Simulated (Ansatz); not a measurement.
```yaml
atoms:
  - { symbol: Al, position_ang: [0.1398, -0.7984, 0.1946] }
  - { symbol: C, position_ang: [1.2297, 0.7037, -0.4008] }
  - { symbol: F, position_ang: [-0.6136, -1.7945, -0.9464] }
  - { symbol: F, position_ang: [0.5287, -1.5811, 1.6224] }
  - { symbol: H, position_ang: [-1.8003, 0.9394, 0.4760] }
  - { symbol: O, position_ang: [-1.6503, -0.0087, 0.6078] }
  - { symbol: H, position_ang: [1.3576, 1.4649, 0.3888] }
  - { symbol: H, position_ang: [2.2440, 0.3609, -0.6690] }
  - { symbol: H, position_ang: [0.8208, 1.2077, -1.2935] }
  - { symbol: H, position_ang: [-2.2564, -0.4941, 0.0202] }
```

Theory: RKS B3LYP/def2-SVP (Ansatz).

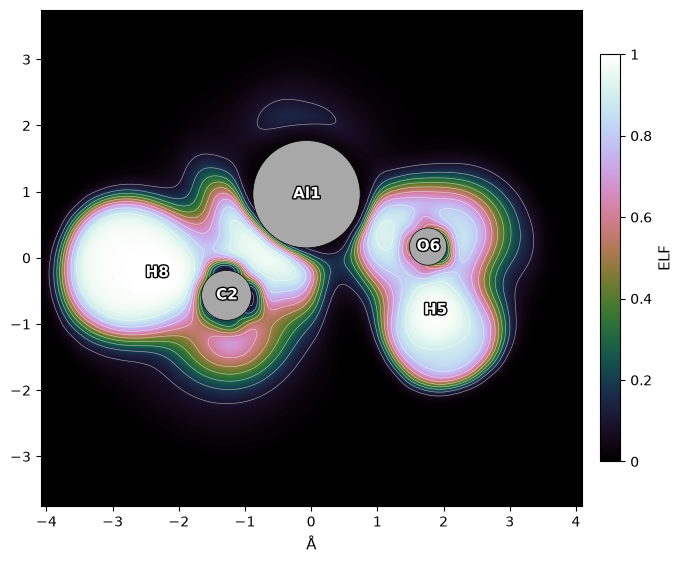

CH5AlF2O. ELF on the plane of atoms Al1, O6 and H5. Grey discs cover the atomic cores.

Question: What does the map show?

Answer:
- Atoms in the plane: Al, C, H and O.
- C–Al (1.95 Å): the ELF peaks at about 0.95 between the atoms, as expected for a polar covalent bond.
- Al–O (2.00 Å): the ELF peaks at about 0.90 in the valence shell of O, 0.7 Å from its nucleus, and is about 0.45 at the midpoint.
- O–H (0.97 Å): the ELF climbs to about 1 towards the hydrogen, as it does in any bond to H; an ordinary covalent bond to hydrogen.
- C–H (1.10 Å): the ELF climbs to about 1 towards the hydrogen; an ordinary covalent bond to hydrogen.
